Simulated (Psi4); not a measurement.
# Two attempts at GeH2 (SMILES [H][Ge][H])

Aim: the energy of GeH2 at B3LYP-D3(BJ)+ATM/def2-TZVPD (sfX2C, density fitting).

The calculation is run with Psi4 1.11.

2 further runs of the same task are left out: 1 that didn't finish, 1 set aside as unsound or not needed.

### 1 The system as given

GeH2: 3 atoms, total charge 0, spin state singlet. As SMILES, `[H][Ge][H]`. The shape comes from GFN2-xTB, which is rough for such elements, and wasn't checked as a minimum.

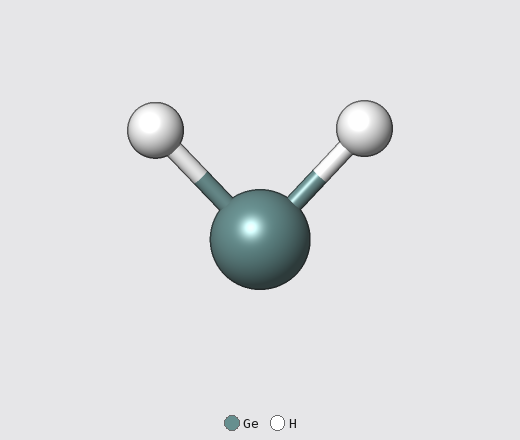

Viewed from a chosen angle; germanium teal, hydrogen white.

### 2 The input as first written

geh2.xyz reads:

```xyz
3
GeH2
Ge     0.004590    -0.009050    -0.781020
H      1.098840    -0.017820     0.398440
H     -1.103430     0.026870     0.382580
```

calc.py reads:

```python
import psi4

psi4.set_memory(1600000000)
psi4.set_num_threads(1)
psi4.core.set_output_file('output.dat', False)

with open('geh2.xyz') as f:
    atoms = ''.join(f.readlines()[2:])
mol = psi4.geometry('0 2\n' + atoms + 'no_reorient\nno_com')

psi4.set_options(dict(basis='def2-TZVPD', relativistic='x2c'))

result = psi4.energy("b3lyp-d3bjatm")
print('E =', round(result, 9))
```

Started as:

```console
$ python calc.py
```

stdout:

```text
qcelemental.exceptions.ValidationError: Inconsistent or unspecified chg/mult: sys chg: None, frag chg: [0.0], sys mult: None, frag mult: [2]
```

It took 1.1 s on 1 thread of Intel Xeon Platinum 8488C (Sapphire Rapids), shared host; peak memory 0.13 GiB.

### 3 What went wrong

The program refused the input.

The log says `qcelemental.exceptions.ValidationError: Inconsistent or unspecified chg/mult: sys chg: None, frag chg: [0.0], sys mult: None, frag mult: [2]`. The fault: the spin state typed doesn't suit the molecule. To mend it: multiplicity 1 in place of 2.

### 4 Second attempt

geh2.xyz is that of step 2.

calc.py reads:

```python
import psi4

psi4.set_memory(1600000000)
psi4.set_num_threads(1)
psi4.set_output_file('output.dat', False)

with open('geh2.xyz') as f:
    atoms = ''.join(f.readlines()[2:])
m = psi4.geometry('0 1\n' + atoms + 'no_reorient\nno_com')

options = {'basis': 'def2-TZVPD', 'relativistic': 'x2c'}
psi4.set_options(options)

e_tot, wfn = psi4.energy("b3lyp-d3bjatm", return_wfn=True)
print(f'b3lyp-d3bjatm energy: {e_tot:.10f} Eh')
```

Started as:

```console
$ python calc.py
```

output.dat:

```text
[...]
  Running in c1 symmetry.
[...]
  Nuclear repulsion =   21.301569509305622
[...]
  Multiplicity = 1
[...]
  Nalpha       = 17
  Nbeta        = 17
[...]
    Number of basis functions: 72
[...]
    WARNING: The X2C and Dirac Hamiltonians have substatially different eigenvalues!
             This is probably caused by the recontraction of the basis set.
[...]
   @DF-RKS iter   1: -2093.66130690583532   -1.81100e+00   4.45957e-02 DIIS/ADIIS
[...]
   @DF-RKS iter   8: -2095.36340095533342   -2.09268e-07   3.16622e-07 DIIS
[...]
    Orbital Energies [Eh]
    ---------------------
    Doubly Occupied:
       1A   -403.318925     2A    -50.926196     3A    -44.752357
       4A    -44.748496     5A    -44.747657     6A     -6.386080
       7A     -4.451182     8A     -4.439174     9A     -4.436347
      10A     -1.189083    11A     -1.185702    12A     -1.183325
      13A     -1.175604    14A     -1.173152    15A     -0.527409
      16A     -0.307551    17A     -0.255438
[...]
  @DF-RKS Final Energy: -2095.36340095533342
   => Energetics <=
    Nuclear Repulsion Energy =             21.3015695093056223
    One-Electron Energy =               -2957.7113073487216752
    Two-Electron Energy =                 905.3861024588991313
    DFT Exchange-Correlation Energy =     -64.3380834984795058
    Empirical Dispersion Energy =          -0.0016820763366446
    VV10 Nonlocal Energy =                  0.0000000000000000
    Total Energy =                      -2095.3634009553334181
[...]
 Multipole Moments:
 ------------------------------------------------------------------------------------
     Multipole            Electronic (a.u.)      Nuclear  (a.u.)        Total (a.u.)
 ------------------------------------------------------------------------------------
 L = 1.  Multiply by 2.5417464519 to convert [e a0] to [Debye]
 Dipole X            :         -0.2690848            0.2688891           -0.0001957
 Dipole Y            :          0.5279476           -0.5301627           -0.0022151
 Dipole Z            :         45.5598254          -45.7533309           -0.1935055
 Magnitude           :                                                    0.1935183
[...]
```

Standard output:

```text
b3lyp-d3bjatm energy: -2095.3634009553 Eh
```

It took 5.7 s on 1 thread of Intel Xeon Platinum 8488C (Sapphire Rapids), shared host; peak memory 0.38 GiB.

### 5 Results

Level: B3LYP-D3(BJ)+ATM/def2-TZVPD (sfX2C, density fitting).

| quantity | value |
| --- | --- |
| total energy | -2095.36340 Eh |
| dipole moment | 0.49 D |
| HOMO energy | -6.95 eV |
| LUMO energy | -3.30 eV |
| HOMO–LUMO gap | 3.65 eV |
| dispersion energy | -4.42 kJ/mol |

What this shows: The basis was contracted for non-relativistic atoms, which limits what the relativistic Hamiltonian can do in the core.
